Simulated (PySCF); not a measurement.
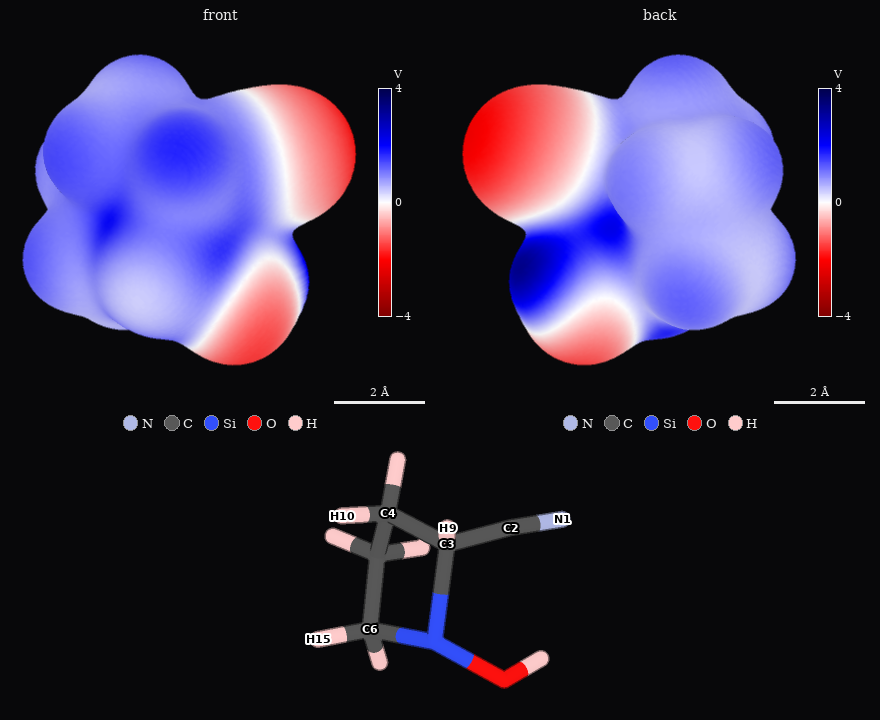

C5H8NOSi (doublet). The molecular electrostatic potential painted on the density surface at 0.004 e/bohr³, seen from the front and from behind; the colour scale runs from red (negative) to blue (positive). The bare structure is drawn below in the same view.

Geometry: GFN2-xTB.

Method: UKS B3LYP, pcH-1 on C H N O Si, non-relativistic, mean-field spin-orbit, GIAO (PySCF).

```xyz
16

N     1.0553    2.4797   -1.1277
C     0.5386    1.9066   -0.2780
C    -0.0115    1.0909    0.7508
C    -1.3046    0.4093    0.2899
C    -0.9382   -0.7388   -0.6505
C     0.0798   -1.6427    0.0463
Si    1.2190   -0.4132    0.9797
O     2.6634   -0.1443    0.2921
H    -0.1721    1.6996    1.6409
H    -1.8235    0.0122    1.1652
H    -1.9688    1.1201   -0.2075
H    -1.8311   -1.2979   -0.9365
H    -0.4995   -0.3208   -1.5608
H     0.6227   -2.2561   -0.6713
H    -0.4350   -2.3207    0.7260
H     2.7981    0.4252   -0.4699
```

Which sites attract a positive test charge, and which a negative one?

A positive charge is drawn to the negative regions and a negative charge to the positive ones. The most negative region (about −2.0 V) lies over N1, the most positive (about +3.0 V) over H16. N1 is the likeliest acceptor of a hydrogen bond.
